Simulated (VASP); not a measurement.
# MgB2: cell size against the level of theory

Aim: relax MgB2 at several levels and hold each cell against experiment. The levels: LDA, PBEsol, PBE, r2SCAN, PBE + D3(BJ), r2SCAN + rVV10, PBE + D4 and vdW-DF-cx. LASPH is on for some levels and off for others; the table marks which. The start is a cell from a database of measured crystal structures.

Calculated with VASP 6.6.1; LDA; plane waves and PAW (Mg, B), in the first sound run; inputs show where later runs differ.

**Measured values to reproduce.**

“Optical measurements of the superconducting gap in MgB2” (2001, arxiv:cond-mat/0103164) reports for MgB2, hexagonal AlB2-type, by X-ray diffraction (sintered polycrystalline pellet): lattice constant a (a of hexagonal cell) 3.086 Å [sintered polycrystal; measurement temperature not stated]; lattice constant c (c of hexagonal cell) 3.524 Å [sintered polycrystal; measurement temperature not stated].

### 1. Set-up

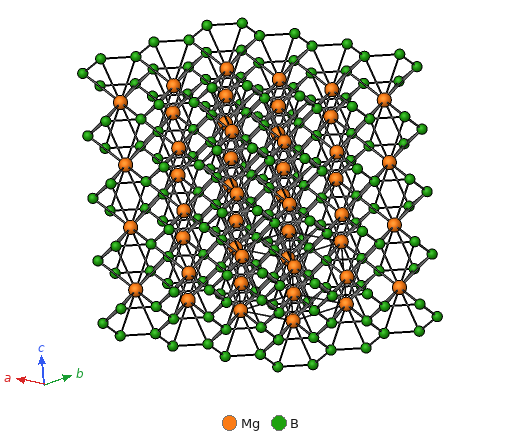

Start, viewed from a free direction; magnesium orange, boron green. 3×2×3 cells are drawn. Some periodic images of atoms are drawn too.

As a file:

```cif
data_structure
_symmetry_space_group_name_H-M 'P6/mmm'
_symmetry_Int_Tables_number 191
_cell_length_a 3.0850
_cell_length_b 3.0850
_cell_length_c 3.5230
_cell_angle_alpha 90.000
_cell_angle_beta 90.000
_cell_angle_gamma 120.000
_cell_volume 29.04
loop_
_atom_site_label
_atom_site_type_symbol
_atom_site_symmetry_multiplicity
_atom_site_Wyckoff_symbol
_atom_site_fract_x
_atom_site_fract_y
_atom_site_fract_z
_atom_site_occupancy
Mg1 Mg 1 a 0.00000 0.00000 0.00000 1
B1 B 2 d 0.33333 0.66667 0.50000 1
```

### 2. Relaxation with LDA

Properties are meant for the cell that this level of theory prefers, so cell and atoms are relaxed first (ISIF = 3) until forces and stress are small; EDIFFG sets the threshold. LDA, the lowest rung, knows the local density alone.

INCAR

```
SYSTEM = MgB2
PREC = Accurate
ENCUT = 520
EDIFF = 1E-06
NELM = 100
ISMEAR = -1
SIGMA = 0.05
LREAL = .FALSE.
ALGO = Normal
GGA = CA
NBANDS = 10
LORBIT = 11
LWAVE = .FALSE.
LCHARG = .FALSE.
KPAR = 4
IBRION = 2
NSW = 60
ISIF = 3
EDIFFG = -0.01
```

POSCAR

```
MgB2
1.0
    3.0850000000      0.0000000000      0.0000000000
   -1.5425000000      2.6716883707      0.0000000000
    0.0000000000      0.0000000000      3.5230000000
Mg B
1 2
Direct
    0.0000000000      0.0000000000      0.0000000000
    0.3333333333      0.6666666667      0.5000000000
    0.6666666667      0.3333333333      0.5000000000
```

KPOINTS

```
Automatic mesh
0
Gamma
7 7 6
0 0 0
```

The projector-augmented-wave data sets are Mg and B (PBE family, release 64).

Run with:

```sh
mpirun -np 4 vasp_std
```

The program printed:

```text
[banner, memory and clock lines left out]
running    4 mpi-ranks, on    1 nodes
 distrk:  each k-point on    1 cores,    4 groups
 distr:  one band on    1 cores,    1 groups

 POSCAR found type information on POSCAR MgB
 POSCAR found :  2 types and       3 ions
|                                                                             |
|               ----> ADVICE to this user running VASP <----                  |
|                                                                             |
|     You enforced a specific xc type in the INCAR file but a different       |
|     [... a line on the potential file left out ...]
|     I HOPE YOU KNOW WHAT YOU ARE DOING!                                     |
|                                                                             |

 LDA part: xc-table for (Slater(with rela. corr.)+CA(PZ))
 , standard interpolation
 POSCAR, INCAR and KPOINTS ok, starting setup
 FFT: planning ... GRIDC
 FFT: planning ... GRID_SOFT
 FFT: planning ... GRID
 WAVECAR not read
 entering main loop
       N       E                     dE             d eps       ncg     rms          rms(c)
DAV:   1     0.638278989621E+00    0.63828E+00   -0.38265E+03   712   0.668E+02
DAV:   2    -0.181925323923E+02   -0.18831E+02   -0.17435E+02   872   0.104E+02
DAV:   3    -0.186321372291E+02   -0.43960E+00   -0.43274E+00   818   0.136E+01
DAV:   4    -0.186332463440E+02   -0.11091E-02   -0.11090E-02   848   0.723E-01
DAV:   5    -0.186332497007E+02   -0.33567E-05   -0.33559E-05   810   0.363E-02    0.517E+00
DAV:   6    -0.171644261707E+02    0.14688E+01   -0.21227E+00   696   0.698E+00    0.232E+00
DAV:   7    -0.169371451766E+02    0.22728E+00   -0.91532E-01   732   0.456E+00    0.728E-01
DAV:   8    -0.169368828790E+02    0.26230E-03   -0.79984E-02   720   0.164E+00    0.337E-01
DAV:   9    -0.169305156483E+02    0.63672E-02   -0.15462E-02   720   0.589E-01    0.563E-02
DAV:  10    -0.169304654705E+02    0.50178E-04   -0.98890E-04   802   0.182E-01    0.230E-02
DAV:  11    -0.169304483643E+02    0.17106E-04   -0.78580E-05   746   0.507E-02    0.232E-03
DAV:  12    -0.169304482602E+02    0.10413E-06   -0.17028E-06   702   0.816E-03
   1 F= -.16930448E+02 E0= -.16926747E+02  d E =-.169304E+02
 curvature:   0.00 expect dE= 0.000E+00 dE for cont linesearch  0.000E+00
 trial: gam= 0.00000 g(F)=  0.107E-49 g(S)=  0.832E-01 ort = 0.000E+00 (trialstep = 0.100E+01)
 search vector abs. value=  0.832E-01
 bond charge predicted
       N       E                     dE             d eps       ncg     rms          rms(c)
DAV:   1    -0.169635058362E+02   -0.33057E-01   -0.58351E-01   688   0.772E+00    0.496E-01
DAV:   2    -0.169572583255E+02    0.62475E-02   -0.96003E-03   692   0.601E-01    0.253E-01
DAV:   3    -0.169556683809E+02    0.15899E-02   -0.34433E-03   710   0.332E-01    0.576E-02
DAV:   4    -0.169555546837E+02    0.11370E-03   -0.20566E-04   710   0.828E-02    0.888E-03
DAV:   5    -0.169555521734E+02    0.25103E-05   -0.65370E-06   732   0.164E-02    0.348E-03
DAV:   6    -0.169555518911E+02    0.28236E-06   -0.49608E-07   382   0.454E-03
   2 F= -.16955552E+02 E0= -.16952605E+02  d E =-.251036E-01
[...]
3 F= -.16960749E+02 E0= -.16957547E+02  d E =-.303011E-01
[...]
4 F= -.16961260E+02 E0= -.16957943E+02  d E =-.510929E-03
 trial-energy change:   -0.000511  1 .order   -0.000520   -0.000800   -0.000240
 step:   1.4179(harm=  1.3479)  dis= 0.00000  next Energy=   -16.961320 (dE=-0.570E-03)
 bond charge predicted
       N       E                     dE             d eps       ncg     rms          rms(c)
DAV:   1    -0.169613829757E+02   -0.12211E-03   -0.28638E-03   732   0.353E-01    0.336E-02
DAV:   2    -0.169613166348E+02    0.66341E-04   -0.14403E-04   760   0.687E-02    0.124E-02
DAV:   3    -0.169613073261E+02    0.93087E-05   -0.34910E-05   720   0.295E-02    0.223E-03
DAV:   4    -0.169613071848E+02    0.14129E-06   -0.99210E-07   458   0.690E-03
   5 F= -.16961307E+02 E0= -.16957947E+02  d E =-.557847E-03
 curvature:  -0.66 expect dE=-0.114E-05 dE for cont linesearch -0.113E-05
 trial: gam= 0.00000 g(F)=  0.168E-49 g(S)=  0.172E-05 ort =-0.383E-04 (trialstep = 0.104E+01)
 search vector abs. value=  0.172E-05
 reached required accuracy - stopping structural energy minimisation
```

Elapsed: 4.4 s, on 4 MPI ranks of AMD EPYC 9R45, shared host; peak memory 0.47 GiB.

Lines that name or quote the potential files are left out of all logs, and their timing lines are given in words.

From OUTCAR (step 2):

```text
ion  position               nearest neighbor table
   1  0.000  0.000  0.000-   2 2.51   3 2.51   2 2.51   3 2.51   3 2.51   3 2.51   2 2.51   2 2.51
                             3 2.51   3 2.51   2 2.51   2 2.51
   2  0.333  0.667  0.500-   3 1.78   3 1.78   3 1.78   1 2.51   1 2.51   1 2.51   1 2.51   1 2.51
                             1 2.51
   3  0.667  0.333  0.500-   2 1.78   2 1.78   2 1.78   1 2.51   1 2.51   1 2.51   1 2.51   1 2.51
                             1 2.51

  LATTYP: Found a hexagonal cell.
 ALAT       =     3.0850000000
 C/A-ratio  =     1.1419773096

 Subroutine GETGRP returns: Found 24 space group operations
 (whereof 24 operations were pure point group operations)

The static configuration has the point symmetry D_6h.

 Found     32 irreducible k-points:

   k-points           NKPTS =     32   k-points in BZ     NKDIM =     32   number of bands    NBANDS=     10

   dimension x,y,z NGX =    24 NGY =   24 NGZ =   28
   dimension x,y,z NGXF=    48 NGYF=   48 NGZF=   56

   ENCUT  =  520.0 eV  38.22 Ry    6.18 a.u.   5.74  5.74  6.55*2*pi/ulx,y,z

   NELECT =       8.0000    total number of electrons

 k-points in reciprocal lattice and weights: Automatic mesh
   0.00000000  0.00000000  0.00000000       0.003
   0.14285714 -0.00000000  0.00000000       0.020
   0.28571429  0.00000000  0.00000000       0.020
   0.42857143  0.00000000  0.00000000       0.020
   0.14285714  0.14285714  0.00000000       0.020
   0.28571429  0.14285714  0.00000000       0.041
   0.42857143  0.14285714  0.00000000       0.020
   0.28571429  0.28571429  0.00000000       0.020
   0.00000000  0.00000000  0.16666667       0.007
[...]
0.42857143  0.14285714  0.50000000       0.020
   0.28571429  0.28571429  0.50000000       0.020

 average (electrostatic) potential at core
       1 -34.7539       2 -25.7710       3 -25.7710

 E-fermi :   5.2185

 k-point     1 :       0.0000    0.0000    0.0000
  band No.  band energies     occupation
      1      -7.2068      2.00000
      2       2.3550      2.00000
      3       5.7382      0.00006
      4       5.7382      0.00006
      5       7.1688      0.00000
      6      11.8399      0.00000
      7      11.8399      0.00000
    ...

 k-point     2 :       0.1429   -0.0000    0.0000
  band No.  band energies     occupation
      1      -6.8448      2.00000
      2       2.7075      2.00000
      3       4.1557      2.00000
      4       4.9982      1.97590
      5       7.4845      0.00000
      6      11.5894      0.00000
      7      13.3121      0.00000
      8      14.3851      0.00000
      9      14.6865      0.00000
    ...

 k-point     3 :       0.2857    0.0000    0.0000
  band No.  band energies     occupation
      1      -5.7718      2.00000
      2       1.2245      2.00000
      3       3.7344      2.00000
      4       3.8725      2.00000
      5       8.3857      0.00000
      6      10.8738      0.00000
      7      11.6714      0.00000
      8      14.7349      0.00000
      9      16.5045      0.00000
    ...

  Total       -0.0018533     -0.0018533      0.0100149      0.0000000     -0.0000000      0.0000000
  in kB       -0.1072177     -0.1072177      0.5793927      0.0000000     -0.0000000      0.0000000
  external PRESSURE =       0.1216524 kB  Pullay stress =       0.0000000 kB

  energy-cutoff  :      520.00
  volume of cell :       27.69
      direct lattice vectors                 reciprocal lattice vectors
     3.037205984 -0.000000000  0.000000000     0.329249977  0.190092563 -0.000000000
    -1.518602992  2.630297538  0.000000000     0.000000000  0.380185126  0.000000000
     0.000000000 -0.000000000  3.466615355     0.000000000  0.000000000  0.288465808

 POSITION                                       TOTAL-FORCE (eV/Angst)
 -----------------------------------------------------------------------------------
     -0.00000      0.00000      0.00000        -0.000000      0.000000      0.000000
     -0.00000      1.75353      1.73331        -0.000000     -0.000000      0.000000
      1.51860      0.87677      1.73331         0.000000      0.000000     -0.000000
 -----------------------------------------------------------------------------------
    total drift:                                0.000000     -0.000000      0.000000

  FREE ENERGIE OF THE ION-ELECTRON SYSTEM (eV)
  ---------------------------------------------------
  free  energy   TOTEN  =       -16.9613071848 eV

  energy  without entropy=      -16.9545869072  energy(sigma->0) =      -16.95794705

 reached required accuracy - stopping structural energy minimisation

 total charge
# of ion       s       p       d       tot
------------------------------------------
    1        0.166   0.194   0.065   0.425
    2        0.686   1.271   0.000   1.957
    3        0.686   1.271   0.000   1.957
--------------------------------------------------
tot          1.537   2.737   0.065   4.339

[... 3 further parts left out ...]
```

The k-mesh is coarse for a metal. The PAW data sets were made with PBE, though LDA sets exist; this is a small mismatch. The run keeps the 24 symmetry operations of its start, so it cannot find a distortion of lower symmetry.

The steps of the relaxation:

```csv
step,energy less that of the first step (eV),largest force (eV/Å),pressure (GPa),volume (Å³)
1,0.0000,0.0000,-7.13,29.04
2,-0.0251,0.0000,3.06,27.26
3,-0.0303,0.0000,-0.13,27.76
4,-0.0308,0.0000,-0.04,27.72
5,-0.0309,0.0000,0.01,27.69
```

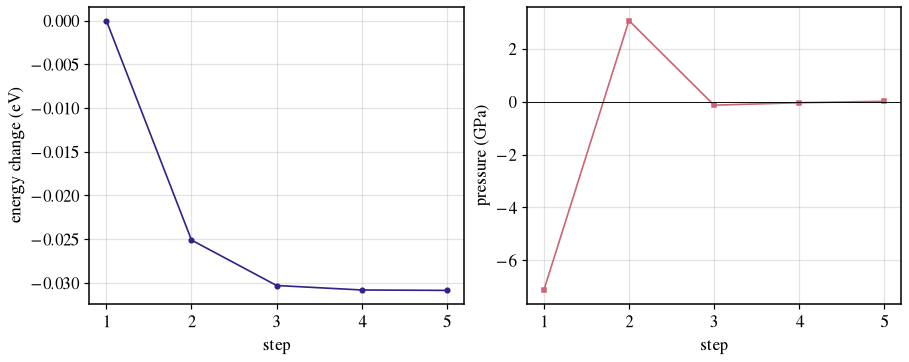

Energy and pressure along the relaxation.

```csv
"conventional cell, symmetrised",before,after,change
a (Å),3.085,3.037,-1.5 %
b (Å),3.085,3.037,-1.5 %
c (Å),3.523,3.467,-1.6 %
volume (Å³/atom),9.68,9.23,-4.6 %
```

The relaxed structure:

```cif
data_structure
_symmetry_space_group_name_H-M 'P 1'
_symmetry_Int_Tables_number 1
_cell_length_a 3.0372
_cell_length_b 3.0372
_cell_length_c 3.4666
_cell_angle_alpha 90.000
_cell_angle_beta 90.000
_cell_angle_gamma 120.000
_cell_volume 27.69
loop_
_atom_site_label
_atom_site_type_symbol
_atom_site_fract_x
_atom_site_fract_y
_atom_site_fract_z
_atom_site_occupancy
Mg1 Mg 0.00000 0.00000 0.00000 1
B2 B 0.33333 0.66667 0.50000 1
B3 B 0.66667 0.33333 0.50000 1
```

Numbers from this step:

- electrons: 8
- bands: 10
- irreducible k-points: 32
- symmetry operations: 24
- free energy (TOTEN): -16.96 eV
- energy at zero smearing: -16.96 eV
- Fermi energy: 5.218 eV
- pressure: 0.01217 GPa
- metallic: yes
- SCF cycles over all ionic steps: 31

It ends with forces that vanish by symmetry and a pressure of 0.01 GPa. The volume lies -4.6 % from that of the database's start, which holds the thermal and zero-point expansion of its experiment. LDA is known to overbind. The conventional cell has a = 3.037 and c = 3.467 Å.

(Continued in part 2 of 3.)

[Lines on the potential files, build, host, timing and source positions are cut from VASP's logs without a mark.]

[Logs are printed without paths, hosts, clocks, repeated set-up lines and the standing remarks that a program may print on its own settings, such as how far it seeks lower states.]

[Hosts, paths, dates, database ids (printed as entryN), source tags and the programs' standing remarks are cut or masked in the printed files.]

[A measured line is paired with the nearest computed mode of its activity, which favours agreement.]
